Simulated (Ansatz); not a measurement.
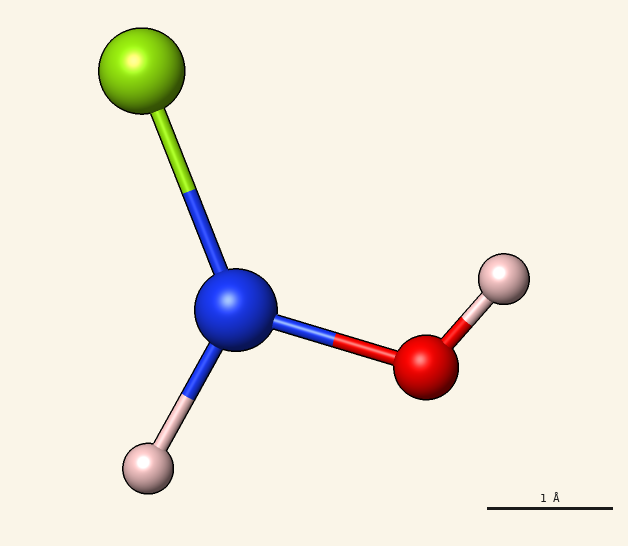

Ball-and-stick drawing of a structure. Every bond is drawn as one stick, whatever its order. Colours: oxygen red, silicon blue, selenium green, hydrogen pink.

Question: Count the atoms of each element.

Answer: H₂OSeSi, 5 atoms: 2 hydrogen, 1 oxygen, 1 selenium and 1 silicon.

Question: Which point group does it belong to?

Answer: Cs.

Question: How many atoms are distinct by symmetry?

Answer: 5: 1 O, 1 Si, 1 Se, 1 H, 1 H.

The parts below concern this one geometry. Atoms keep their numbers from picture to picture. The geometry was computed by an optimisation with PBE0-D4/def2-TZVP. No frequency run is at hand to confirm it as a minimum.

## Dipole moment

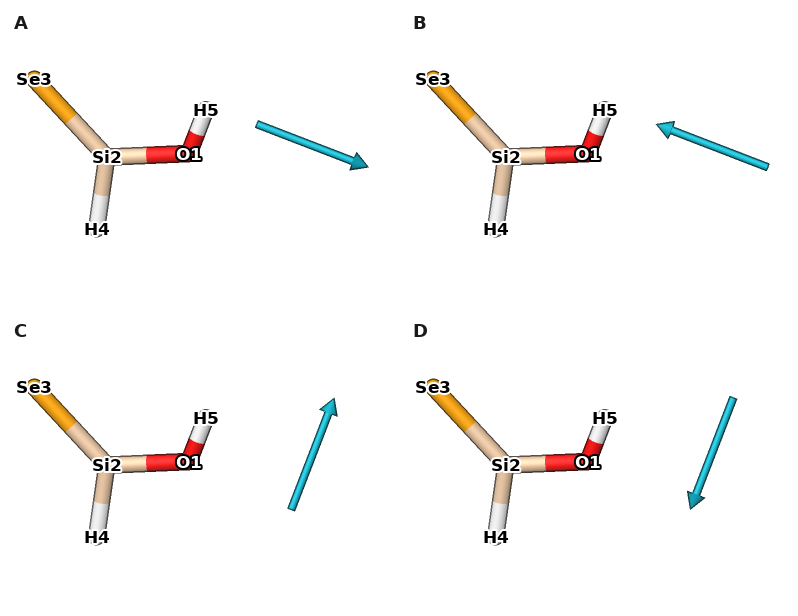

The same molecule four times, each with an arrow. No frequency run is at hand to confirm it as a minimum. Level of theory: RKS PBE0-D4/def2-TZVP (Ansatz 0.2.0).

Question: Which arrow points along the dipole moment, from the negative to the positive end?

Answer: A. The dipole moment is 2.11 D; it points from the side of Se3 to the side of O1, H5 (the outermost atoms at the two ends).

## Electronic properties

No frequency run is at hand to confirm it as a minimum. Method: RKS PBE0-D4/def2-TZVPP (Ansatz 0.2.0).

What does the calculation give?

- HOMO energy (Kohn–Sham orbital): −7.00 eV
- LUMO energy (Kohn–Sham orbital): −1.77 eV
- HOMO–LUMO gap: 5.23 eV

## Charges

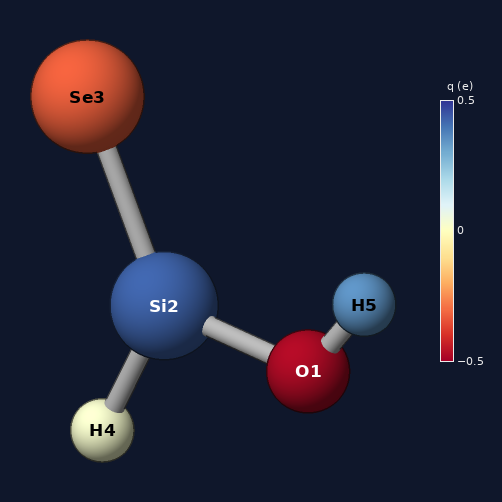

Atoms are coloured by their Mulliken charges. No frequency run is at hand to confirm it as a minimum. Properties computed with RKS PBE0-D4/def2-TZVP (Ansatz 0.2.0).

Give the Mulliken charges atom by atom.

| atom | value (e) |
| --- | --- |
| O1 | −0.47 |
| Si2 | 0.42 |
| Se3 | −0.32 |
| H4 | 0.03 |
| H5 | 0.34 |

Mulliken values depend strongly on the basis set and can even reverse the polarity of a bond.
